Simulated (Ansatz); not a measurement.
**TeBr2: single points with varied inputs**

How do the results and run time of TeBr2 respond when the settings are drawn wide?

Method: the settings change from run to run; program: Ansatz 0.2.0, Gaussian basis.

1 further run of the same task is left out (set aside as unsound or not needed). Runs told in other sessions of the task aren't counted.

**1. The molecule**

The structure was relaxed beforehand with r2SCAN-D4 in a triple-zeta def2 set. Te takes a core potential in def2 sets; no spin-orbit term is included.

3 atoms, charge 0, spin multiplicity 1.

Atoms are counted from 1 here; the program's logs count them from 0.

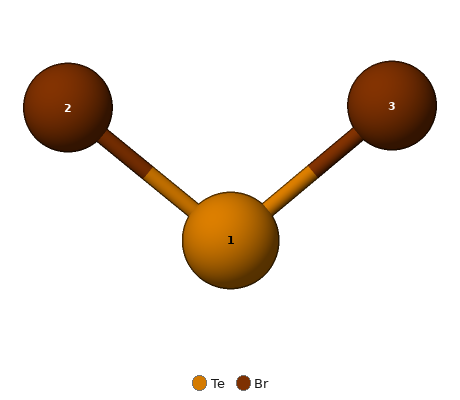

The structure; tellurium orange, bromine brown; atoms are numbered from 1 in the order of the file.

**2. B97M-V/def2-TZVP**

in.yaml

```yaml
crystal:
  periodic: [false, false, false]
  atoms:
    - {symbol: Te, position_ang: [0.005033, -0.006885, -1.057568]}
    - {symbol: Br, position_ang: [1.916163, -0.018831, 0.538061]}
    - {symbol: Br, position_ang: [-1.921196, 0.025706, 0.519506]}
basis:
  gaussian: {orbitals: def2-TZVP}
hamiltonian: {xc: {name: B97M-V}}
scf: {omitted_lower_state_checks: [starts]}
```

Started as:

```console
$ ansatz run in.yaml --threads 4 --pin off --events-out ev --progress --plain --max-ram 3916MiB
```

Log (excerpt; [...] marks lines left out):

```text
Functional definition: B97M-V
  name "B97M-V"
  cite "Mardirossian & Head-Gordon, J. Chem. Phys. 142, 074111 (2015) doi:10.1063/1.4907719"
  cite "Becke, J. Chem. Phys. 107, 8554 (1997) doi:10.1063/1.475007"
  cite "Vydrov & Van Voorhis, J. Chem. Phys. 133, 244103 (2010) doi:10.1063/1.3521275"
  # Of w^i u^j: cxij and so on, Table III.
[...]
  gx(w, u) = cx00 + cx01*u + cx02*u^2 + (cx10 + cx11*u)*w
  gss(w, u) = css00 + css02*u^2 + css10*w + (css32*w^3 + css42*w^4)*u^2
  gos(w, u) = cos00 + cos01*u + cos03*u^3 + cos10*w + cos32*w^3*u^2
[...]
      + integral(e_c_pw_mod_opposite_spin*gos(b97_w_opposite, b97_u_opposite)) + vv10(b, c)
[...]
1138 factors; their error is unknown
[...]
mean field -147361.81544005 eV, -5415.4468319959 hartree, gradient 2.3e-5 eV, S^2 0.000000; 0 other end points of the search recorded, 0 dependent functions left out
reference -147361.81548630 eV, -5415.4468336955 hartree; 47, 47 occupied and 99, 99 virtual orbitals, 1138 factors
Total energy: -147361.81548630 eV, -5415.4468336955 hartree
Checks for a lower state left out: starts
```

Run time: 6.5 s. Hardware: 4 threads of Intel Xeon at 2.50GHz, shared host.

**3. CAM-B3LYP/def2-mTZVP**

Options: multiplicity 3, finite nuclei, D3(BJ) dispersion.

in.yaml: that of step 2 with these lines changed.

```diff
@@ -7,4 +7,5 @@
 basis:
-  gaussian: {orbitals: def2-TZVP}
-hamiltonian: {xc: {name: B97M-V}}
+  gaussian: {orbitals: def2-mTZVP, nuclear_model: gaussian}
+magnetization: {spin_polarized: true, initial_magnetization: 2}
+hamiltonian: {xc: {name: CAM-B3LYP}, dispersion: d3bj}
 scf: {omitted_lower_state_checks: [starts]}
```

Launched as before.

Log (excerpt; [...] marks lines left out):

```text
Functional definition: CAM-B3LYP
  name "CAM-B3LYP"
  cite "Yanai, Tew & Handy, Chem. Phys. Lett. 393, 51 (2004) doi:10.1016/j.cplett.2004.06.011"
  cite "Iikura, Tsuneda, Yanai & Hirao, J. Chem. Phys. 115, 3540 (2001) doi:10.1063/1.1383587"
  cite "Becke, Phys. Rev. A 38, 3098 (1988) doi:10.1103/PhysRevA.38.3098"
  cite "Lee, Yang & Parr, Phys. Rev. B 37, 785 (1988) doi:10.1103/PhysRevB.37.785"
  cite "Vosko, Wilk & Nusair, Can. J. Phys. 58, 1200 (1980) doi:10.1139/p80-159"
[...]
  # Exact exchange under (alpha + beta erf(omega r))/r, Becke's under what is left of 1/r.
[...]
1054 factors; integrals over basis functions are off by at most 2.0e-4 eV
256 factors; integrals over basis functions are off by at most 6.5e-5 eV
[...]
mean field -147391.17888585 eV, -5416.5259187258 hartree, gradient 2.7e-6 eV, S^2 2.007684; 0 other end points of the search recorded, 0 dependent functions left out
reference -147391.17899261 eV, -5416.5259226489 hartree; 48, 46 occupied and 60, 62 virtual orbitals, 1054 factors
Total energy: -147391.30305283 eV, -5416.5304817781 hartree
Checks for a lower state left out: starts
```

Run time: 10 s. Hardware: 4 threads of Intel Xeon at 2.50GHz, shared host; peak memory 0.55 GiB.

⟨S²⟩ 2.008.

**4. BLYP/def2-mTZVPP**

This run has finite nuclei.

in.yaml

```yaml
crystal:
  periodic: [false, false, false]
  atoms:
    - {symbol: Te, position_ang: [0.005033, -0.006885, -1.057568]}
    - {symbol: Br, position_ang: [1.916163, -0.018831, 0.538061]}
    - {symbol: Br, position_ang: [-1.921196, 0.025706, 0.519506]}
basis:
  gaussian: {orbitals: def2-mTZVPP, nuclear_model: gaussian}
hamiltonian: {xc: {name: BLYP}}
scf: {omitted_lower_state_checks: [starts]}
```

Same command.

Log (excerpt; [...] marks lines left out):

```text
Functional definition: BLYP
  name "BLYP"
  cite "Becke, Phys. Rev. A 38, 3098 (1988) doi:10.1103/PhysRevA.38.3098"
  cite "Lee, Yang & Parr, Phys. Rev. B 37, 785 (1988) doi:10.1103/PhysRevB.37.785"
[...]
1092 factors; their error is unknown
[...]
mean field -147386.44832732 eV, -5416.3520739062 hartree, gradient 1.7e-5 eV, S^2 0.000000; 0 other end points of the search recorded, 0 dependent functions left out
reference -147386.44862282 eV, -5416.3520847657 hartree; 47, 47 occupied and 61, 61 virtual orbitals, 1092 factors
Total energy: -147386.44862282 eV, -5416.3520847657 hartree
Checks for a lower state left out: starts
```

It took 1.6 s on 4 threads of Intel Xeon at 2.50GHz, shared host.

**5. PBE0/ANO-RCC-VTZP**

in.yaml: that of step 4 with these lines changed.

```diff
@@ -7,4 +7,5 @@
 basis:
-  gaussian: {orbitals: def2-mTZVPP, nuclear_model: gaussian}
-hamiltonian: {xc: {name: BLYP}}
+  gaussian: {orbitals: ANO-RCC-VTZP}
+hamiltonian: {xc: {name: PBE0}}
 scf: {omitted_lower_state_checks: [starts]}
+output: {forces: true}
```

Launched as before.

Log (excerpt; [...] marks lines left out):

```text
Functional definition: PBE0
  name "PBE0"
  cite "Adamo & Barone, J. Chem. Phys. 110, 6158 (1999) doi:10.1063/1.478522"
  cite "Perdew, Burke & Ernzerhof, Phys. Rev. Lett. 77, 3865 (1996) doi:10.1103/PhysRevLett.77.3865"
  parent pbe
[...]
1186 factors; integrals over basis functions are off by at most 7.5e-4 eV
[...]
mean field -326684.81959562 eV, -12005.4456852150 hartree, gradient 8.2e-6 eV, S^2 0.000000; 0 other end points of the search recorded, 0 dependent functions left out
[...]
reference -326684.81963161 eV, -12005.4456865379 hartree; 61, 61 occupied and 93, 93 virtual orbitals, 1186 factors
Total energy: -326684.81963161 eV, -12005.4456865379 hartree
Relativity: scalar
Atom 0 at     0.005033    -0.006885    -1.057568 Å, force    -0.001032     0.001411     0.216825 eV/Å
Atom 1 at     1.916163    -0.018831     0.538061 Å, force    -0.158114     0.001136    -0.109179 eV/Å
Atom 2 at    -1.921196     0.025706     0.519506 Å, force     0.159146    -0.002547    -0.107645 eV/Å
Dipole moment:     0.001419    -0.001940    -0.298097 e Å
Checks for a lower state left out: starts
```

Wall time 29 s (4 threads of Intel Xeon at 2.50GHz, shared host).

Largest force 0.217 eV/Å, dipole 1.43 D.

**6. All runs side by side**

| level | charge | multiplicity | geometry | functions | energy (eV) | time |
| --- | --- | --- | --- | --- | --- | --- |
| B97M-V/def2-TZVP | 0 | 1 | relaxed | 146 | -147361.815 | 6.5 s |
| CAM-B3LYP/def2-mTZVP | 0 | 3 | relaxed | 108 | -147391.303 | 10 s |
| BLYP/def2-mTZVPP | 0 | 1 | relaxed | 108 | -147386.449 | 1.6 s |
| PBE0/ANO-RCC-VTZP | 0 | 1 | relaxed | 154 | -326684.820 | 29 s |

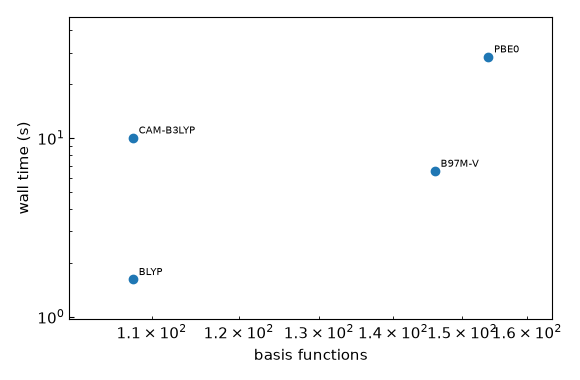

Wall time against the number of basis functions (shared host).

**7. Summary of results**

| quantity | value |
| --- | --- |
| runs | 4 |
| quickest | BLYP/def2-mTZVPP, 1.6 s |
| slowest | PBE0/ANO-RCC-VTZP, 29 s |
| spread of total energies, same state and geometry | 179323.0 eV |

PBE0/ANO-RCC-VTZP took 18 times as long as BLYP/def2-mTZVPP. The jobs differ in tasks and options as well as level. The totals spread over 179323 eV; they can't be compared across methods or bases. Some of these runs are scalar-relativistic and others not, which shifts the totals of all-electron atoms past neon by several eV an atom and more; core potentials, where a basis has them, take the core out of the total altogether. At the r2SCAN-D4/def2-TZVP geometry and in the same state, the sound runs without point charges leave forces up to 0.22 eV/Å (PBE0/ANO-RCC-VTZP).
